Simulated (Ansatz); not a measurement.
**GeH$_{3}$O (SMILES [OH2+][GeH]) (charge +1): density, localisation and related maps**

Input

```
crystal:
  periodic: [false, false, false]
  atoms:
    - symbol: Ge
      position_ang: [-1.169067, 0.152236, 0.636964]
    - symbol: O
      position_ang: [0.089861, -0.530199, -0.852050]
    - symbol: H
      position_ang: [1.056058, -0.385157, -0.857643]
    - symbol: H
      position_ang: [-2.340241, -0.528834, -0.215582]
    - symbol: H
      position_ang: [-0.175109, -1.036976, -1.644620]
basis:
  gaussian:
    orbitals: def2-TZVPD
total_charge: 1
hamiltonian:
  xc: pbe0
output: {forces: true, orbitals: {seedname: orbitals}}
```

Run with:

```sh
ansatz run input.yaml --threads 1 --pin off --max-ram 2610MiB --events-out events.jsonl --progress --plain --runs-dir runs
```

Geometry: B3LYP/6-31G*.

Method: Ansatz, isolated molecule in a Gaussian basis; Kohn-Sham density functional theory, functional PBE0.

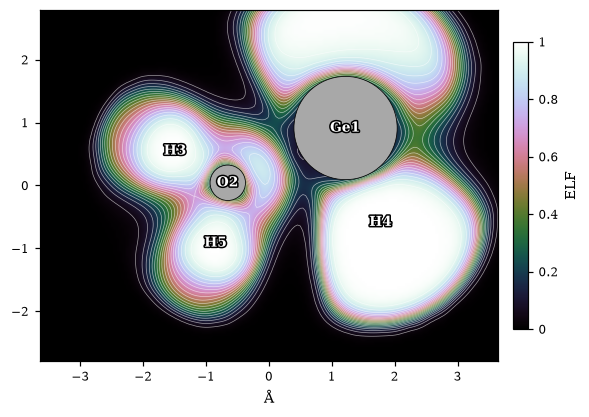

Figure 1. Electron localisation function on the molecular plane. Grey discs cover the atomic cores.

Question: Read the bonding off the picture.

Answer: Atoms in the plane: Ge, O and H. Ge–O (2.07 Å): the ELF peaks at about 0.90 in the valence shell of O, 0.6 Å from its nucleus, and is about 0.25 at the midpoint. O–H (0.98 Å): the ELF climbs to about 1 towards the hydrogen, as it does in any bond to H: an ordinary covalent bond to hydrogen. Ge–H (1.60 Å): the ELF climbs to about 1 towards the hydrogen.

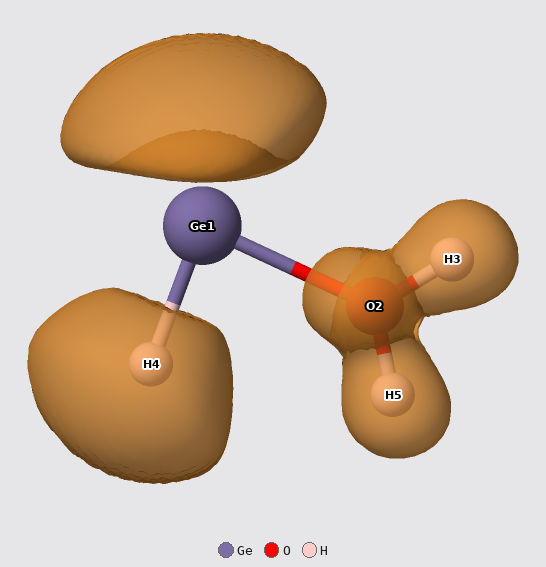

Figure 2. Isosurface of the ELF at 0.75 (orange), seen across its widest extent. Only the valence region is drawn (cores and ρ < 0.01 e/Å³ removed).

Question: What do the ELF domains correspond to?

Answer: At this value the surface marks out one region around a hydrogen nucleus, one lobe on Ge, pointing away from the bonds (lone pairs) and one joined region spread over several atoms (H, O), in which their bonds and any lone pairs are merged.

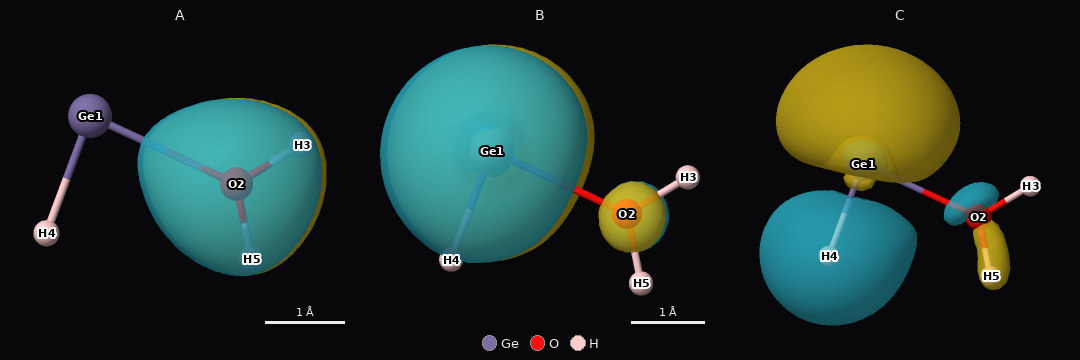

Figure 3. Three frontier orbitals at ±0.1 Å⁻³ᐟ² (yellow and cyan are the two phases), in no order.

Question: Order the three orbitals by energy and name them.

Answer: A is the HOMO−1 (−17.28 eV). By Hirshfeld shares it lies mainly on O2 (about 85 %); it changes sign across the molecular plane (π type). C is the HOMO (−13.40 eV). It lies mainly on Ge1 (about 70 %) and H4 (about 25 %); it is symmetric in the molecular plane (an in-plane orbital: σ, lone-pair or in-plane π type). B is the LUMO (−8.53 eV). Its weight (Hirshfeld) is mainly on Ge1 (about 90 %); it changes sign across the molecular plane (π type).

Question: What is the HOMO–LUMO gap?

Answer: 4.87 eV between the orbital energies.
